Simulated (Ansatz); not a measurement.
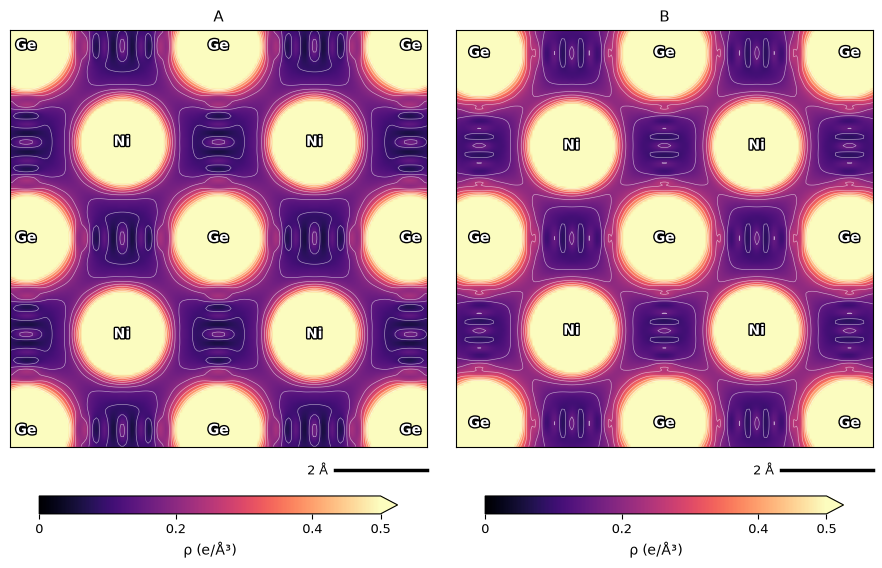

NiGe3. The valence pseudo-density of two cells that differ in size, on the (001) plane of each (indices in the axes of the calculation cell), at one length scale and on one colour scale; one has 16.4 and the other 18.4 Å³ an atom.

Computed with Ansatz, DFT PBE, scalar-relativistic, plane waves, PAW.

The density is the valence pseudo-density of a PAW calculation; it isn't the true density close to the nuclei.

The larger cell:

```yaml
crystal:
  lattice:
    - [4.19052, 0.00000, 0.00000]
    - [0.00000, 4.19052, 0.00000]
    - [0.00000, 0.00000, 4.19052]
  atoms:
    - { symbol: Ge, position: [0.00000, 0.50000, 0.50000] }
    - { symbol: Ge, position: [0.50000, 0.00000, 0.50000] }
    - { symbol: Ge, position: [0.50000, 0.50000, 0.00000] }
    - { symbol: Ni, position: [0.00000, 0.00000, 0.00000] }
```

The smaller cell: a = 4.035 Å, b = 4.035 Å, c = 4.035 Å, α = 90.00°, β = 90.00°, γ = 90.00°.

Which is the denser cell? Describe the effect of the change.

Panel B is the smaller cell, by 11 % in volume. From the larger cell to the smaller, Ni–Ge goes from 2.96 to 2.85 Å, and the density at its midpoint from 0.17 to 0.21 e/Å³; the pressure goes from −7 to 0.0 GPa.
